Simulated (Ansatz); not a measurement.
# AgH2LiSi: what the fields show

```xyz
5

Ag   -0.0390   -0.3695    0.3377
Li   -0.3125   -1.6467   -1.9633
Si   -1.4062   -2.4170   -0.0447
H    -0.9324   -3.0545    1.2512
H    -0.2087   -3.0660   -0.8717
```

Geometry: PBE0-D3(BJ)/def2-SVP; core potentials replace the inner electrons of Ag.

The calculation used Ansatz, isolated molecule in a Gaussian basis; Kohn-Sham density functional theory, functional PBE0.

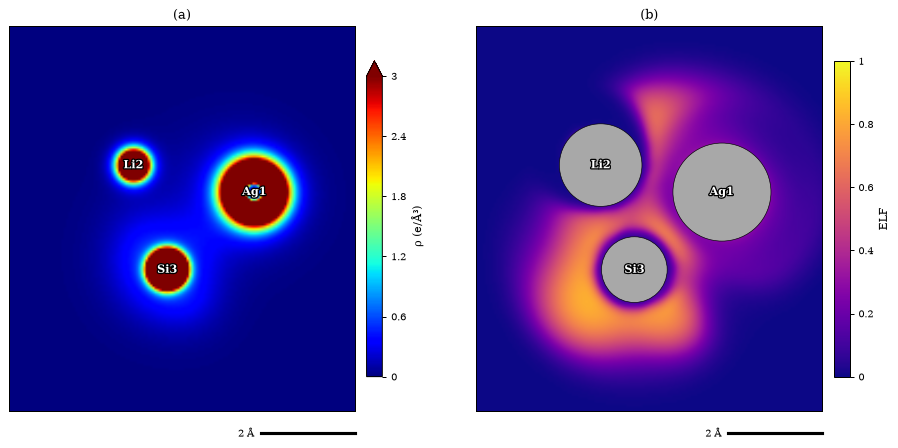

Figure 1. (a) electron density; (b) ELF on the plane of atoms Li2, Ag1 and Si3. Grey discs cover the atomic cores in the ELF map.

Describe what can be read from this map.

Answer.
- Atoms in the plane: Ag, Li and Si.
- Li–Si (2.34 Å): the density is about 0.26 e/Å³ at the midpoint; the ELF reaches about 0.55 near the midpoint.
- Si–Ag (2.49 Å): ρ at the midpoint is about 0.43 e/Å³; the ELF peaks at about 0.65 in the valence shell of Si, 1.0 Å from its nucleus, and is about 0.45 at the midpoint.
- Li–Ag (2.65 Å): ρ is about 0.23 e/Å³ halfway; the ELF is about 0.35 at the midpoint.

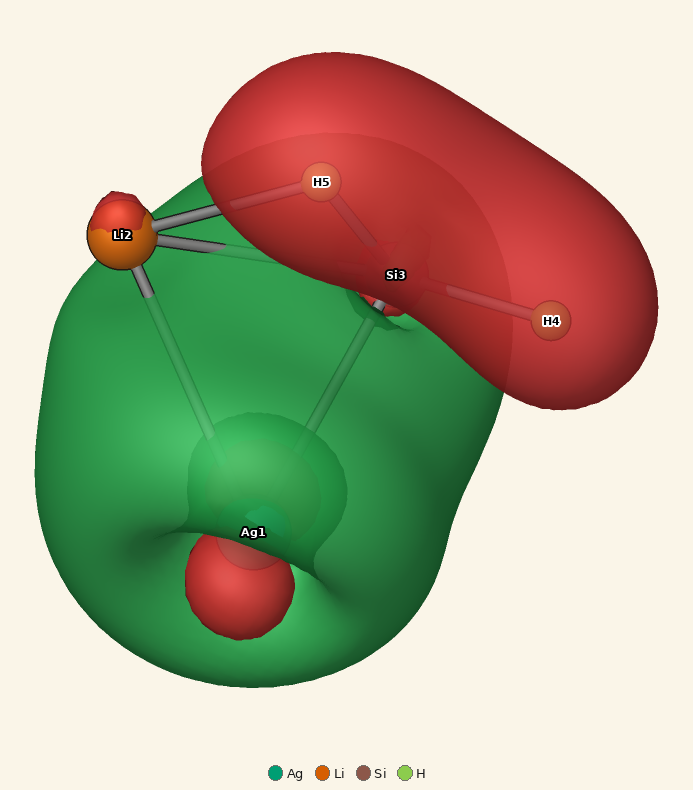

Figure 2. The HOMO−1 at ±0.08 Å⁻³ᐟ² (green and red are the two phases), seen across its widest extent.

What is the character of this orbital?

Answer. Its weight (Hirshfeld) is mainly on Si3 (about 40 %), Ag1 (about 35 %), H5 (about 10 %), Li2 (about 10 %) and H4 (about 5 %). Its energy is −6.45 eV.
